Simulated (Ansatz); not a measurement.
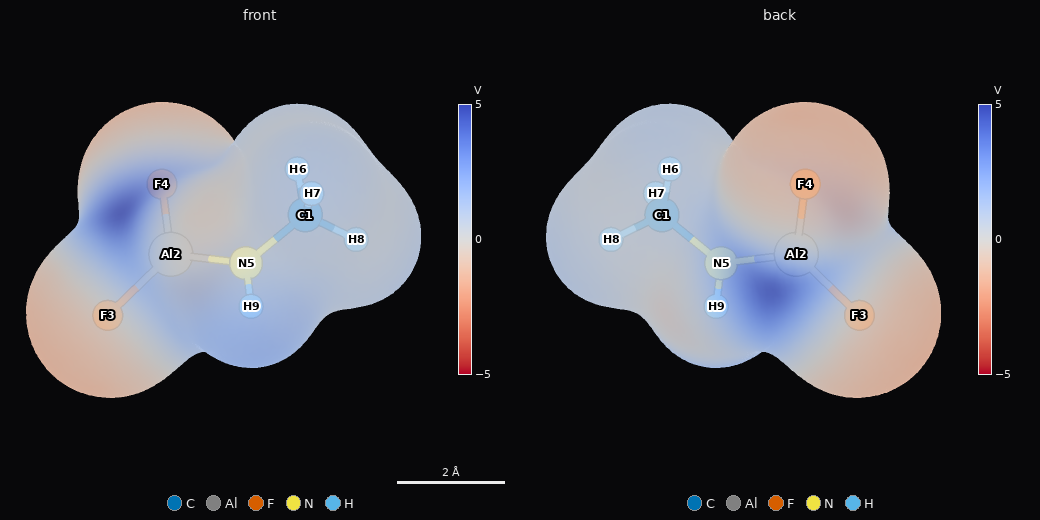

CH$_{4}$AlF$_{2}$N (SMILES C[NH][Al]([F])[F]). The molecular electrostatic potential painted on the density surface at 0.002 e/bohr³, seen from the front and from behind; the colour scale runs from red (negative) to blue (positive).

Geometry: PBE0-D3(BJ)/def2-SVP.

Level of theory: isolated molecule in a Gaussian basis; Kohn-Sham density functional theory, functional PBE0 (Ansatz 0.2.0).

Input

```
basis:
  gaussian: {orbitals: def2-TZVPD}
crystal:
  periodic: [false, false, false]
  atoms:
    - {symbol: C, position_ang: [-0.334485, -1.299034, 1.441969]}
    - {symbol: Al, position_ang: [-0.754904, -0.908344, -1.371869]}
    - {symbol: F, position_ang: [-1.901797, -0.759385, -2.555177]}
    - {symbol: F, position_ang: [0.843561, -0.822983, -1.794324]}
    - {symbol: "N", position_ang: [-1.213246, -1.151647, 0.302362]}
    - {symbol: H, position_ang: [0.715929, -1.235990, 1.119739]}
    - {symbol: H, position_ang: [-0.486242, -0.509322, 2.199908]}
    - {symbol: H, position_ang: [-0.457192, -2.272936, 1.949540]}
    - {symbol: H, position_ang: [-2.195515, -1.202617, 0.551651]}
hamiltonian: {xc: pbe0}
output: {forces: true, orbitals: {seedname: orbitals}}
```

Run with:

```sh
ansatz run input.yaml --threads 1 --pin off --max-ram 2610MiB --events-out events.jsonl --progress --plain --runs-dir runs
```

Question: Where is the surface potential most negative and most positive?

Answer: The most negative region (about −1.3 V) lies over F3 and F4, the most positive (about +4.3 V) over Al2.

Question: How polar is the molecule by this calculation?

Answer: Its dipole moment is 2.59 D.
